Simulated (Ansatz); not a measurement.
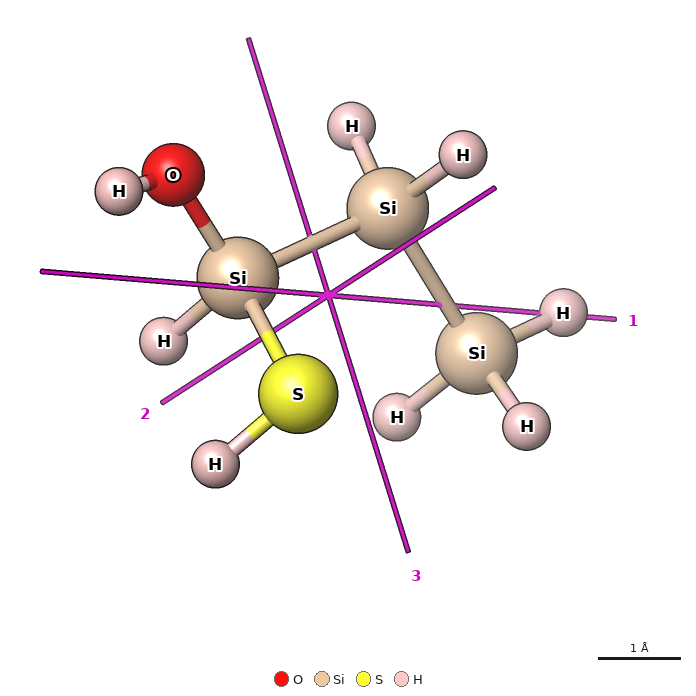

The three principal axes of inertia are drawn and numbered. Atoms fade into the background with distance from the viewer. The computed structure is the end point of a PBE0-D4/def2-TZVP optimisation. No frequency run is at hand to confirm it as a minimum. Masses are those of the most abundant isotopes; constants are for the rigid equilibrium geometry.

> Which line is the a axis (least moment of inertia), which b and which c?

a is line 1, b is line 3, c is line 2; the moments are 201, 470, 617 u Å².

> Classify the rotor and give the rotational constants (cm⁻¹).

An asymmetric top (C1): A = 0.0838, B = 0.0359, C = 0.0273 cm⁻¹. Ray's parameter κ is −0.70, nearer the prolate limit.
